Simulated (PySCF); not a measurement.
C₃H₃ClF₂O, SMILES `CC(F)(F)C(=O)Cl`.

Computed with PySCF, TPSS/def2-SVPD, geometry: GFN2-xTB. No frequency check shows the geometry to be a minimum. GFN2-xTB bond lengths at metals and heavier atoms can be off by up to 0.1 Å and shapes distorted, which carries into these values.

Input

```python
import numpy as np
from pyscf import gto, scf, dft
from pyscf.scf import atom_ks, atom_hf
from scipy.linalg import block_diag

def solve(mol, dm0=None, hcore=None):
    mf = (dft.UKS if mol.spin else dft.RKS)(mol, xc='tpss')
    mf.grids.level = 3
    mf = mf.density_fit(auxbasis='def2-universal-jkfit')
    mf.conv_tol, mf.max_cycle = 1e-8, 80
    if hcore is not None:
        mf.get_hcore = lambda *args: hcore
    mf.kernel(dm0)
    if not mf.converged:
        mf = mf.newton().run(mf.mo_coeff, mf.mo_occ, max_cycle=30)
    assert mf.converged, 'SCF not converged'
    return mf

mol = gto.M(atom='''
C      1.23354     0.66294     1.30232
C      0.84157     0.10402    -0.05519
F      0.78729     1.09258    -0.98420
F      1.78256    -0.76444    -0.50431
C     -0.50551    -0.63239     0.02134
O     -0.64977    -1.79866     0.14514
Cl    -1.84377     0.48479    -0.01363
H      0.48442     1.37710     1.63189
H      2.19609     1.16124     1.20761
H      1.31565    -0.15132     2.01697
''', basis='def2-svpd', charge=0, spin=0, verbose=4)
mf = solve(mol)
out = dict(e0=mf.e_tot, dm0=mf.make_rdm1(), c=mf.mo_coeff, occ=mf.mo_occ, eps=mf.mo_energy)
for name, dq, spin in [('cation', 1, 1), ('anion', -1, 1)]:
    ion = mol.copy().set(charge=mol.charge + dq, spin=spin).build()
    mi = solve(ion)
    if spin and dq > 0 and mol.nao < 130:
        c, _, stable, _ = mi.stability(return_status=True)
        if not stable:
            mi = solve(ion, mi.make_rdm1(c, mi.mo_occ))
    print(name, 'vertical energy change / eV', (mi.e_tot - mf.e_tot) * 27.211386)
    out.update({'e_' + name: mi.e_tot, 'dm_' + name: mi.make_rdm1(), 's2_' + name: mi.spin_square()[0], 'eps_' + name: mi.mo_energy, 'occ_' + name: mi.mo_occ})
# spherically averaged free atoms, for the promolecule
atm = atom_ks.get_atm_nrks(mol, xc='tpss')
pro = block_diag(*[(atm[a[0]][2] * atm[a[0]][3]) @ atm[a[0]][2].T for a in mol._atom])
np.savez('result.npz', pro=pro, **out)
```

Launched as:

```sh
OMP_NUM_THREADS=1 python input.py
```

The run took 2.5 min on 1 thread of Intel(R) Xeon(R) 6975P-C (Granite Rapids), on a shared host, peak memory 0.88 GiB.

Partitions, critical points and surface values were worked out afterwards from this run's density.

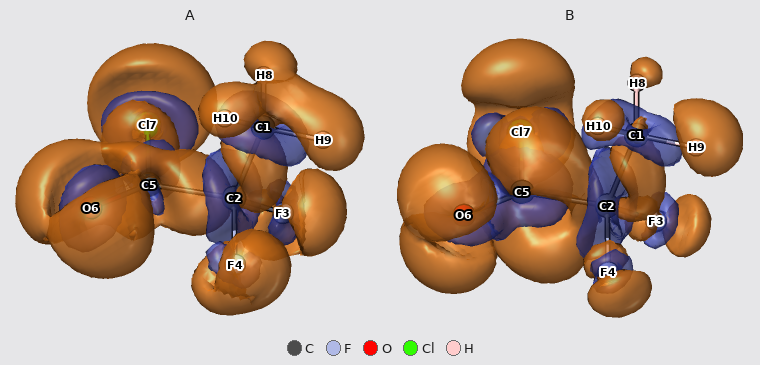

The two Fukui functions at ±0.015 e/Å³ (orange positive, blue negative).

**Which panel is f⁻ (electron removed) and which f⁺ (electron added)?**

A is f⁻, B is f⁺. f⁻ (Hirshfeld-condensed) is largest on Cl7 (0.26) and O6 (0.25); the vertical ionisation energy is 10.85 eV (the stability of the cation's solution wasn't checked). f⁺ (Hirshfeld-condensed) is largest on Cl7 (0.25), O6 (0.24) and C5 (0.21); the vertical electron affinity is −0.18 eV (the stability of the anion's solution wasn't checked; negative: at this level and geometry the extra electron isn't bound, and the finite basis holds it).

**What chemical potential and hardness follow from the two energies?**

μ = −(I + A)/2 = −5.33 eV and η = I − A = 11.03 eV.
